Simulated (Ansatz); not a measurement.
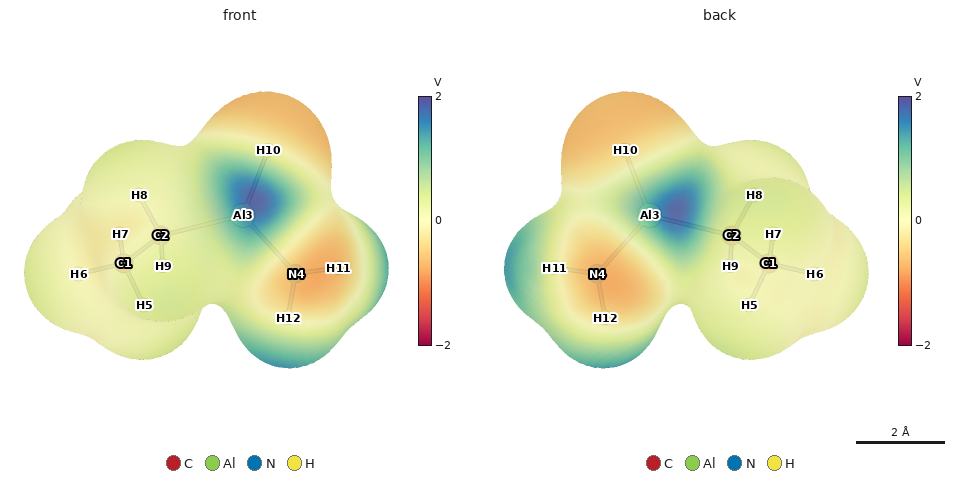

C$_{2}$H$_{8}$AlN. The electrostatic potential painted on the density surface at 0.002 e/bohr³, seen from the front and from behind; red is negative and blue positive.

These are results of RKS PBE/cc-pVDZ (Ansatz), not measurements.

Input file:

```
crystal:
  periodic: [false, false, false]
  atoms:
    - { symbol: C, position_ang: [-1.0214, 1.1257, 0.0211] }
    - { symbol: C, position_ang: [0.0323, 0.616, 0.8972] }
    - { symbol: Al, position_ang: [1.2566, -0.5443, -0.1519] }
    - { symbol: "N", position_ang: [0.6974, -2.086, -1.0359] }
    - { symbol: H, position_ang: [-1.6624, 0.3327, -0.445] }
    - { symbol: H, position_ang: [-1.7462, 1.827, 0.6122] }
    - { symbol: H, position_ang: [-0.6102, 1.7867, -0.8053] }
    - { symbol: H, position_ang: [0.6521, 1.4749, 1.3334] }
    - { symbol: H, position_ang: [-0.4064, 0.034, 1.7596] }
    - { symbol: H, position_ang: [2.8415, -0.1722, -0.2032] }
    - { symbol: H, position_ang: [-0.1376, -1.7699, -1.6597] }
    - { symbol: H, position_ang: [0.1813, -2.6798, -0.2885] }
basis:
  gaussian: { orbitals: cc-pVDZ }
hamiltonian:
  xc: pbe
relax:
  f_tol: 0.015
  max_steps: 40
output:
  orbitals: {}
```

Run with:

```sh
ansatz run input.yaml --threads 2 --pin off --max-ram 3072MiB --backend cpu --events-out ev --progress --plain --runs-dir out
```

The fields are those of the relaxed geometry.

Describe the electrostatic potential map.

Answer. The most negative region (about −0.8 V, or −18 kcal/mol for a unit charge) lies over N4, the most positive (about +1.8 V, or +42 kcal/mol for a unit charge) over Al3.
